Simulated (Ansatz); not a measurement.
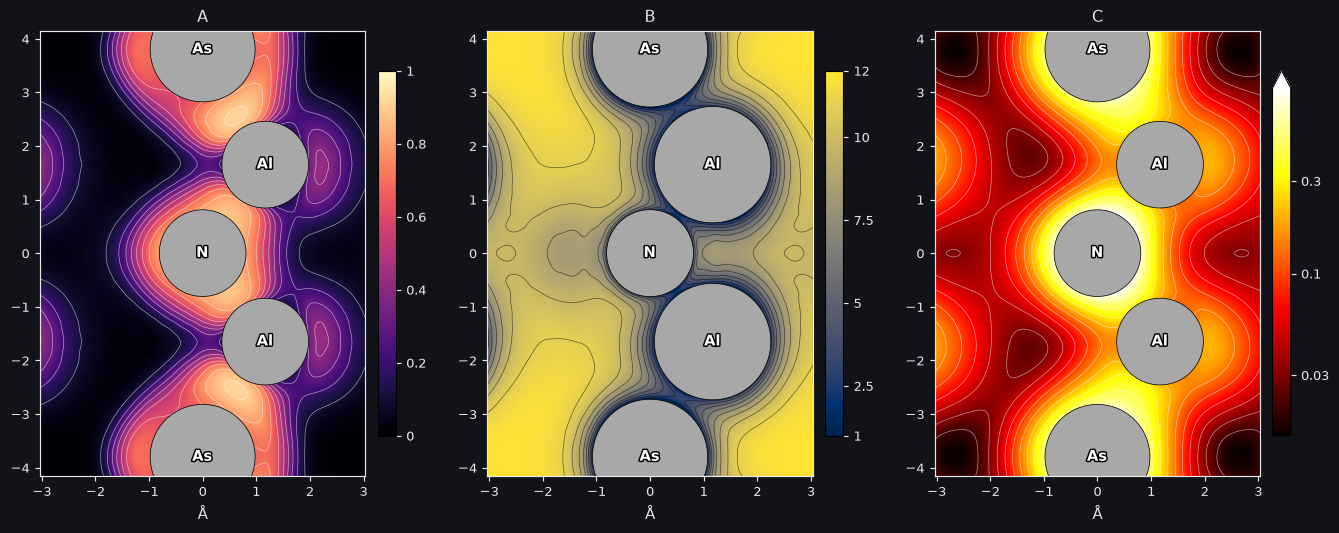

Al$_{4}$As$_{3}$N: 3 fields on the (011) plane of the conventional cell, with unlabelled colour scales. Grey discs cover the atomic cores.

Space group P-43m; started from the ordered alloy on zincblende lattice prototype, which need not be the ambient phase.

Theory: DFT, PBE, plane waves, PAW in Ansatz.

Q: Which field does each panel show? The fields are: electron localisation function, electrostatic potential energy of an electron and valence pseudo-density.

A: Panel A: electron localisation function. Panel B: electrostatic potential energy of an electron (low next to the atoms, rising into the space between them). Panel C: valence pseudo-density. From the grid: Al–N (2.02 Å): ρ is about 0.55 e/Å³ halfway; the ELF peaks at about 0.90 between the atoms, as expected for a polar covalent bond. Al–As (2.45 Å): ρ at the midpoint is about 0.48 e/Å³; the ELF peaks at about 0.90 between the atoms, as expected for a covalent bond.
